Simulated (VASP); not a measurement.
Band structure of ZrRh (space group Pmma). Computed with PBEsol GGA, VASP's PBE PAW potentials (set 64) (plane waves; VASP).

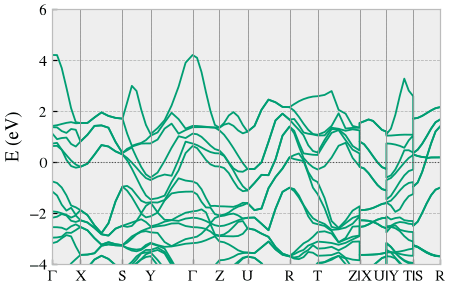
Fig. 1. Bands along high-symmetry lines, zero at the valence-band maximum or, without a gap, the Fermi level

Problem. Read the plot: is there a gap, and where are the band edges?

Solution. It has no gap at this level: it comes out as a metal or semimetal. (Edges off the drawn lines would not show.)

The structure comes from a computed database's ZrRh entry (Pmma); how it stands against other phases isn't given here. It was relaxed first.
